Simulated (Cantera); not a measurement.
A closed system holds: 1 mol CCl₄, 0.02 mol Si, 2.7 mol H₂, held at 10.0 mbar.

Cantera equilibrium calculation (NASA polynomials, part measured and part estimated; ideal gas, pure solids and liquids). Candidate condensed phases: C, C₆H₆, C₇H₈, C₈H₁₈, Si, SiC; 123 gas species. Ions and electrons are included (thermal ionisation). The tables' values for SiCl, SiCl₃, CCl are old estimates; treat these amounts as uncertain. Kinetics and transport are ignored.

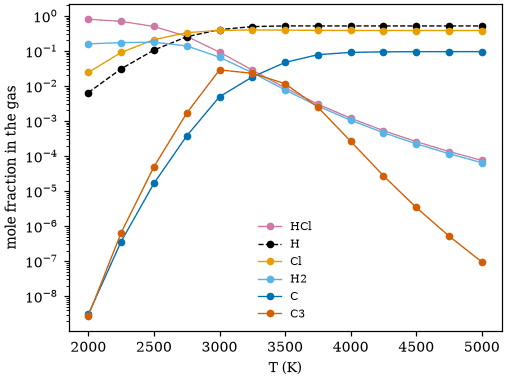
Fig. 1. Equilibrium gas composition (values under 1e-9 drawn at 1e-9)

Question: Read off the mole fractions at 2000 K.

Answer: HCl about 0.81, H₂ about 0.16, Cl about 0.024, H about 0.0065.
